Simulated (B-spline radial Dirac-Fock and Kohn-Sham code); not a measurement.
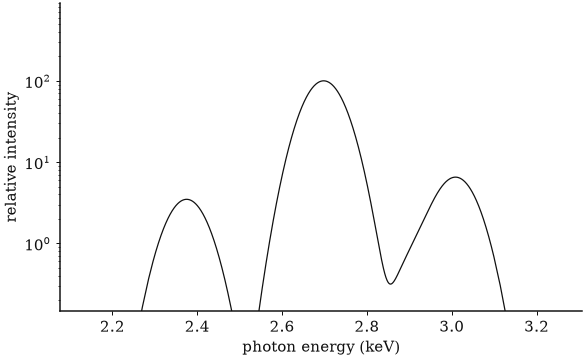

X-ray emission lines that fill an L3 (2p3/2) hole, broadened by a Gaussian of 99 eV full width, as by a silicon detector, on a logarithmic intensity axis. Multiplet splitting by the open shell is left out. Species: Rh³⁺, configuration [Kr] 4d6. The calculation used independent-particle rates on relativistic LDA orbitals of the hole state (multipoles to L = 3), energies from Dirac–Fock ΔSCF (a B-spline radial code).

> How far apart are L3-M5 (Lα1) and L3-M4 (Lα2), and what is their intensity ratio?

4.70 eV apart, with L3-M4 at 0.11 of the intensity of L3-M5.

> What are the natural width, lifetime and fluorescence yield of the L3 hole?

Width 1.97 eV, lifetime 0.334 fs, fluorescence yield 0.0483.

> Which line is the strongest, where is it and what share of the photons does it carry?

L3-M5 (Lα1) at 2.6984 keV, 81.2 % of the radiative decays.
